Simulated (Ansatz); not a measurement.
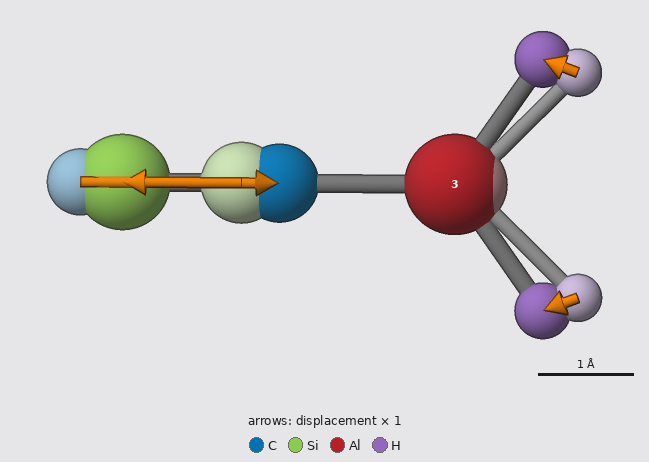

A relaxation of CH₂AlSi (charge −1). The starting structure is drawn faded, the final one solid; orange arrows show the displacements, at their true length. The two geometries are superimposed by the best rigid fit.

A ball-and-stick model, seen face on.

Computed with RKS PBE0-D4/def2-TZVPD (Ansatz). Set-up: force threshold 0.005 eV/Å; at most 200 steps.

Atoms of which element are displaced furthest, and by how much?

Answer. Carbon: up to 2.10 Å, against 1.26 Å for silicon.

What did the optimiser do to the structure, and how much energy did it gain?

Answer. The largest move after the best rigid fit is that of the C atom, 2.10 Å. By element the largest moves are C 2.10 Å, Si 1.26 Å, H 0.40 Å, Al 0.10 Å. Some distances before and after: Al–C 4.059 → 1.853 Å, Al–Si 2.358 → 3.512 Å, Al–H 1.688 → 1.621 Å, C–Si 1.701 → 1.659 Å. New bonds form: Al–C (4.06 → 1.85 Å). Bonds break: Al–Si (2.36 → 3.51 Å). Bond angles that change, for instance: H–Al–H 89.6° → 110.0°. After 35 accepted moves (39 points after the start) the energy has fallen by 2.986 eV. Largest force component: 1.3 eV/Å at the start, under 0.0001 eV/Å at the end. The line search rejected the trial steps at points 11, 30, 33, 35 of the run. The forces were under the threshold at step 4, but the run went on from there. The run took about 100 core-seconds on a shared host.
